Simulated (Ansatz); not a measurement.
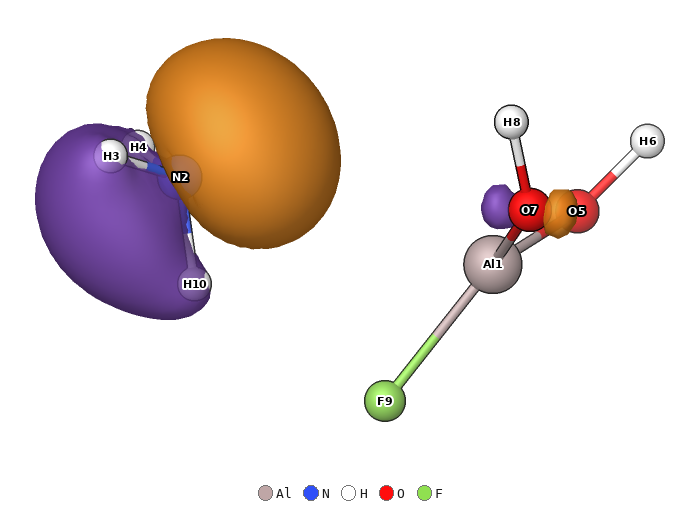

Figure 1: AlFH2O2···NH3. The HOMO at ±0.15 Å⁻³ᐟ² (orange and purple are the two phases), seen from one side.

Not at a stationary point (largest force 1.4 eV/Å).

These are results of Ansatz 0.2.0, RHF/6-31G*, not measurements.

Input

```
crystal:
  periodic: [false, false, false]
  atoms:
    - { symbol: Al, position_ang: [0.0, 0.0, 0.0] }
    - { symbol: "N", position_ang: [0.0, 0.0, 2.27] }
    - { symbol: H, position_ang: [-0.877, -0.2713, 2.8] }
    - { symbol: H, position_ang: [0.877, 0.2713, 2.8] }
    - { symbol: O, position_ang: [1.5415, 0.0, -0.89] }
    - { symbol: H, position_ang: [1.8414, -0.9519, -1.0449] }
    - { symbol: O, position_ang: [-1.5415, 0.0, -0.89] }
    - { symbol: H, position_ang: [-2.0512, -0.8467, -0.6815] }
    - { symbol: F, position_ang: [-0.2489, 1.872, 0.6275] }
    - { symbol: H, position_ang: [-0.1681, 1.2645, 1.7547] }
basis:
  gaussian: { orbitals: "6-31G*" }
hamiltonian:
  xc: hf
relax:
  f_tol: 0.15
  max_steps: 25
  restrain:
    - { distance: [0, 8], at: 1.69, k: 30.0 }
    - { distance: [9, 1], at: 1.06, k: 30.0 }
    - { distance: [0, 1], at: 3.12, k: 30.0 }
    - { distance: [9, 8], at: 2.12, k: 30.0 }
output:
  orbitals: {}
```

Run with:

```sh
ansatz run input.yaml --threads 1 --pin off --max-ram 2048MiB --backend cpu --events-out ev --progress --plain --runs-dir out
```

The fields are those of the run's last geometry, not of the input's.

> Where does this orbital lie, and at what energy?

By Hirshfeld shares it lies mainly on N2 (about 75 %); largely a lone pair of N2. Its energy is −12.00 eV.
